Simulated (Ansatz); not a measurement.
Start from GaSb in the zinc blende structure (space group F-43m, No. 216; a = 6.1335 Å).

It is then changed as follows: every Sb is replaced by P, then cell and atoms are relaxed.

Level of theory: r2SCAN (Ansatz, a quantum-chemistry and plane-wave program; PAW; 500 eV plane waves; without spin-orbit coupling), earlier PAW set.

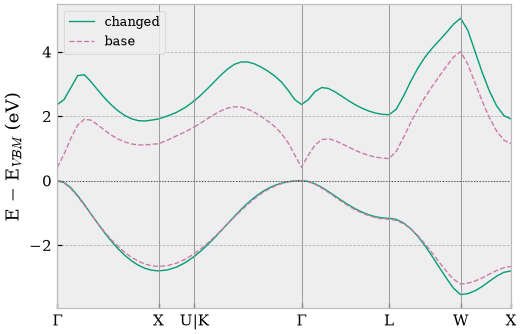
Fig. 1. Highest valence and lowest conduction band along the path, each from its own valence-band maximum

Question: From the figure, how large is the changed gap, and is it direct?

Answer: About 1.8 eV, indirect, Γ → Γ–X (87 % along).

With Sb present, leaving out spin-orbit coupling can change the band edges. Whether these cells are dynamically stable was not tested.
